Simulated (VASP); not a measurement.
Band structure of PbO (relaxed from the wurtzite structure, space group P6_3mc). Level of theory: PBEsol GGA, VASP's PBE PAW potentials (set 64) (plane waves; VASP 6.6.1).

Unless said otherwise, spin-orbit coupling is left out, though it shifts the bands of the heavy elements here.

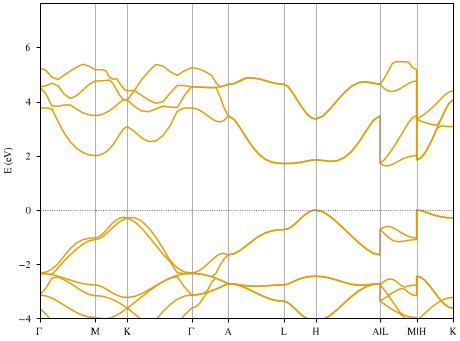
*Bands along high-symmetry lines, zero at the valence-band maximum or, without a gap, the Fermi level*

### Question
Read the plot: is there a gap, and where are the band edges?

### Answer
The gap is indirect, 1.63 eV, from the valence maximum at H to the conduction minimum at L-M at 0.22. (Edges off the drawn lines would not show.)

The structure was generated: PbO was put into the wurtzite type (P6_3mc), which need not be its known phase. It was relaxed first, which changed the volume by +43 %.
